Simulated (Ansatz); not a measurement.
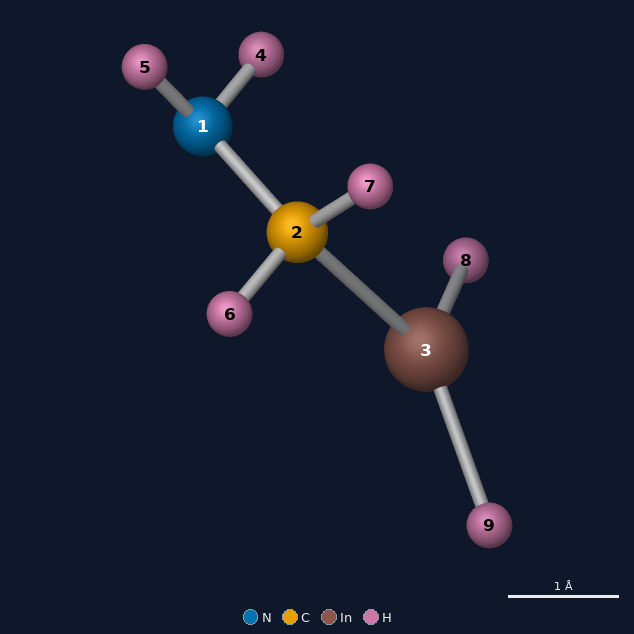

Figure made from data computed with Ansatz.

Atoms carry their numbers in the input. The species has charge +1 and is a spin doublet. Geometry: the geometry of the neutral molecule.

List the bonds and their lengths.

| bond | length (Å) |
| --- | --- |
| N1–C2 | 1.458 |
| N1–H4 | 1.011 |
| N1–H5 | 1.014 |
| C2–In3 | 2.170 |
| C2–H6 | 1.094 |
| C2–H7 | 1.102 |
| In3–H8 | 1.734 |
| In3–H9 | 1.729 |
